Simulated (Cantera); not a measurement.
Feed: 1 mol Fe, a varied amount of CO, 8.2 mol N2, equilibrated at 1002 °C and 0.0340 bar.

These are equilibrium values from Cantera (NASA tables, ideal gas, pure condensed phases), not measurements of a reactor. Candidate condensed phases: C, Fe, Fe(CO)5, FeO, Fe2O3, Fe3O4; 27 gas species. Condensed phases not in the tables: cementite and carbon dissolved in iron. Rates play no part.

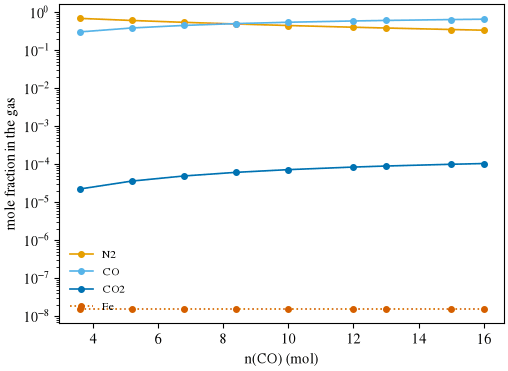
*Equilibrium gas composition (values under 1e-9 drawn at 1e-9)*

### Question
Read off the mole fractions at 6.8 mol CO.

### Answer
N2 about 0.55, CO about 0.45, CO2 about 4.9e-5, Fe about 1.6e-8.
